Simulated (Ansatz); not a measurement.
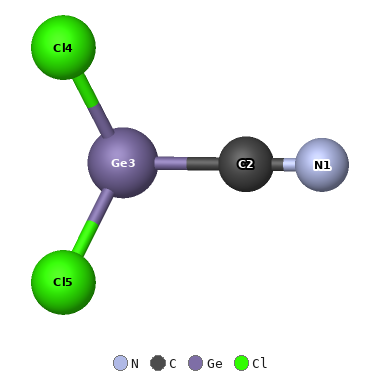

The system is CCl₂GeN, SMILES N#[C][Ge]([Cl])[Cl], spin multiplicity 2; the picture shows the reference structure. First axis: umbrella angle at Ge3 (between each of its bonds and their common axis; 90 is planar). Second axis: change of the bonds Ge3–C2, Ge3–Cl4, Ge3–Cl5, all alike. Nothing is relaxed (all other coordinates rigid). The grid has 15 × 15 points. Points are written as (first, second). Energies: kcal/mol, counted from the relaxed molecule at the same level. Method: UKS PBE0-D4/def2-SVP in Ansatz.

Its coordinates:

```xyz
5

N     1.4328   -1.4439    1.2595
C     0.6700   -0.7232    0.7633
Ge   -0.6753    0.4945    0.1052
Cl   -1.7562   -0.5616   -1.4215
Cl    0.3786    2.1607   -0.7479
```

Range: umbrella angle at Ge3 (between each of its bonds and their common axis; 90 is planar) from 56.8 to 123.2°; change of the bonds Ge3–C2, Ge3–Cl4, Ge3–Cl5, all alike from −0.228 to 0.353 Å.

> What will the energy surface look like?

The lowest grid point is at (109.0°, −0.021 Å), 0.6 kcal/mol from the relaxed molecule at the same level. A higher local minimum lies near (66.3°, 0.021 Å) (0.37 kcal/mol above the lowest at that grid point). The highest grid point, (123.2°, −0.228 Å), lies 72.2 kcal/mol above the lowest. On the interpolated surface the easiest way out of the lowest well to the well at about (68°, 0.00 Å) passes a barrier of about 26 kcal/mol. Round the minimum the two coordinates are weakly coupled (coupling −0.10 in units of the two stiffnesses).

| second ↓, first → | 56.8 | 61.6 | 66.3 | 71.0 | 75.8 | 80.5 | 85.3 | 90.0 | 94.7 | 99.5 | 104.2 | 109.0 | 113.7 | 118.4 | 123.2 |
| --- | --- | --- | --- | --- | --- | --- | --- | --- | --- | --- | --- | --- | --- | --- | --- |
| 0.353 | 47.8 | 44.4 | 42.9 | 43.2 | 45.0 | 48.0 | 51.0 | 52.2 | 50.7 | 47.6 | 44.7 | 43.0 | 42.8 | 44.5 | 48.0 |
| 0.311 | 41.0 | 37.1 | 35.5 | 35.8 | 38.0 | 41.4 | 45.1 | 46.7 | 44.8 | 41.0 | 37.7 | 35.6 | 35.4 | 37.2 | 41.2 |
| 0.270 | 34.7 | 30.3 | 28.5 | 29.0 | 31.4 | 35.4 | 39.9 | 41.9 | 39.4 | 34.9 | 31.0 | 28.7 | 28.4 | 30.4 | 34.9 |
| 0.228 | 28.7 | 23.7 | 21.8 | 22.3 | 25.1 | 29.6 | 35.1 | 37.7 | 34.5 | 29.0 | 24.6 | 21.9 | 21.6 | 23.8 | 28.9 |
| 0.187 | 23.3 | 17.9 | 15.7 | 16.3 | 19.4 | 24.5 | 31.0 | 34.4 | 30.2 | 23.8 | 18.8 | 15.9 | 15.6 | 17.9 | 23.6 |
| 0.145 | 18.7 | 12.7 | 10.3 | 10.8 | 14.2 | 19.9 | 27.5 | 32.1 | 26.5 | 19.0 | 13.5 | 10.4 | 10.1 | 12.7 | 18.9 |
| 0.104 | 15.3 | 8.6 | 5.9 | 6.4 | 10.0 | 16.2 | 24.9 | 31.2 | 23.6 | 15.2 | 9.2 | 5.9 | 5.7 | 8.6 | 15.5 |
| 0.062 | 13.1 | 5.7 | 2.6 | 3.1 | 6.8 | 13.4 | 23.0 | 31.7 | 21.3 | 12.2 | 5.9 | 2.5 | 2.4 | 5.7 | 13.3 |
| 0.021 | 12.6 | 4.4 | 1.0 | 1.3 | 5.0 | 11.8 | 21.6 | 29.5 | 19.9 | 10.4 | 4.1 | 0.7 | 0.7 | 4.4 | 12.9 |
| −0.021 | 14.3 | 5.1 | 1.2 | 1.2 | 4.9 | 11.6 | 21.0 | 26.7 | 19.3 | 10.2 | 3.9 | 0.6 | 0.9 | 5.2 | 14.6 |
| −0.062 | 18.4 | 8.2 | 3.7 | 3.4 | 6.8 | 13.3 | 21.7 | 26.0 | 20.2 | 11.8 | 5.7 | 2.7 | 3.4 | 8.3 | 18.7 |
| −0.104 | 25.8 | 14.4 | 9.1 | 8.3 | 11.4 | 17.3 | 24.7 | 27.9 | 23.2 | 15.8 | 10.2 | 7.6 | 8.7 | 14.4 | 26.1 |
| −0.145 | 36.5 | 23.8 | 17.7 | 16.3 | 18.9 | 24.2 | 30.4 | 32.9 | 29.1 | 22.6 | 17.7 | 15.6 | 17.3 | 23.9 | 36.9 |
| −0.187 | 52.0 | 37.8 | 30.6 | 28.5 | 30.3 | 34.8 | 39.9 | 41.8 | 38.7 | 33.3 | 29.1 | 27.7 | 30.3 | 37.8 | 52.4 |
| −0.228 | 72.3 | 56.3 | 48.0 | 45.0 | 46.0 | 49.6 | 53.6 | 55.0 | 52.5 | 48.1 | 44.8 | 44.3 | 47.7 | 56.5 | 72.8 |

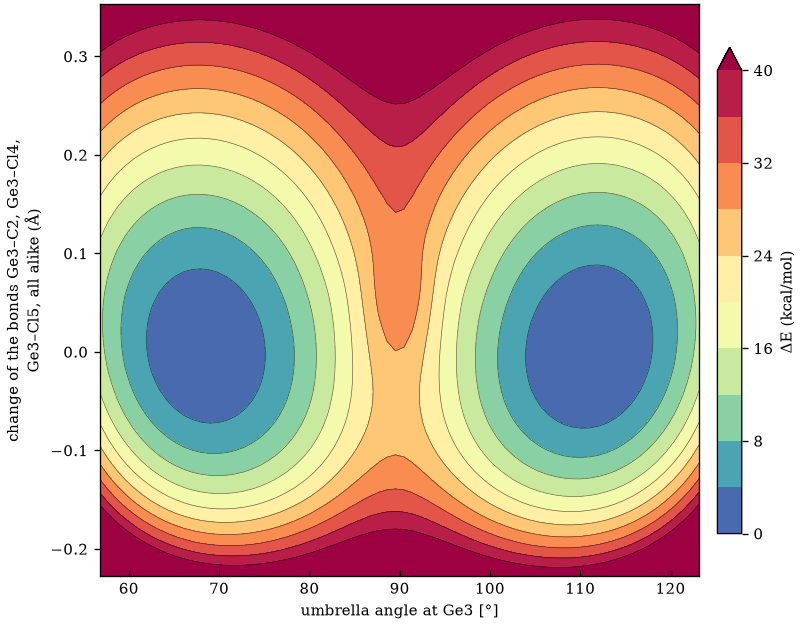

In the figure: filled contours, one colour for all values above the top of the scale. Between grid points the surface is interpolated.

Each point was launched as `ansatz run input.yaml --threads 1 --pin off --max-ram 2560MiB --backend cpu --events-out ev --progress --plain --runs-dir out`. The whole map (225 points run) took 60 min on 1 thread of Arm Neoverse N1 (shared host).
